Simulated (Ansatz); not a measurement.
## Computed against measured: atomisation enthalpy at 298 K

6 molecules with halogens; the atomisation enthalpy at 298 K in kJ/mol, computed less measured. Shapes, held fixed at every level: PBE0-D4/def2-TZVP. Flexible molecules stand in one conformer, not always the lowest. Thermal terms are harmonic and unscaled (PBE0-D4/def2-TZVP); the spin-orbit lowering of the free atoms is taken from their spectra. Programs: Ansatz 0.2.0. Measured values: Active Thermochemical Tables, CRC Handbook of Chemistry and Physics.

Levels: A = PBE0-D4/def2-TZVPP; B = wB97X-V/def2-TZVPP; C = CCSD(T)/def2-SVP.

```
                           molecule  from tabulated heats    A    B     C
                   ICl (SMILES ClI)                   211   -9  -17   -80
               HI (hydrogen iodide)                   298  -13  -10   -31
              CH2I2 (diiodomethane)                  1247  +10  -11  -111
                 C2H5I (iodoethane)                  2638   +9  -10  -133
           C3H7Cl (2-chloropropane)                  3943  +23    0  -173
C4H9ClO (2-chloroethyl ethyl ether)                  5501   -2  -28  -290
```

(1) Which level does best on this set, which worst, and which err to one side?

Results:

(1) 
```tsv
level	kind	mean error	mean absolute error	worst case
PBE0-D4/def2-TZVPP	global hybrid	+3.0	11.0	C3H7Cl
wB97X-V/def2-TZVPP	range-separated hybrid	-12.7	12.7	C4H9ClO
CCSD(T)/def2-SVP	coupled cluster or CI	-136.3	136.3	C4H9ClO
```

On this set PBE0-D4/def2-TZVPP has the smallest mean absolute error and CCSD(T)/def2-SVP the largest. wB97X-V/def2-TZVPP is too low in 5 of 6; CCSD(T)/def2-SVP is too low in 6 of 6. The heats of C3H7Cl come from older tables and can be uncertain by 10 kJ/mol or more. The molecules' own spin-orbit binding is left out, so errors for heavy halides read too negative. The tabulated values of CH2I2, C4H9ClO are in doubt (older tables, estimates, or at odds with other calculations) and kept here. Over the 4 molecules whose values aren't doubted the mean absolute errors are A 13.5; B 9.2; C 104.2. The smallest two are near a tie. For CCSD(T)/def2-SVP the error grows with the size of the molecule. Correlated wave functions converge slowly with the basis. For atoms past krypton def2 sets carry core potentials with scalar relativity. Outer-core shells of I are correlated, in sets that cover them unevenly. The set is small.

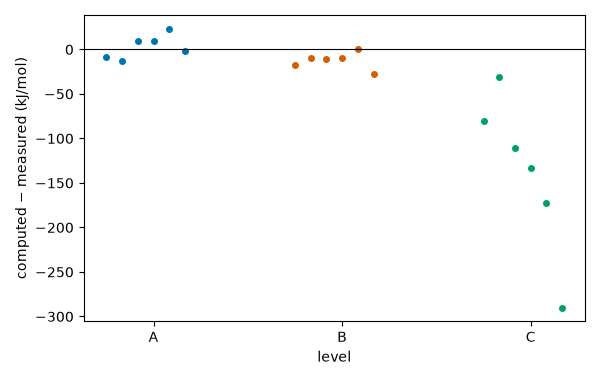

Errors of each level, one point a molecule.
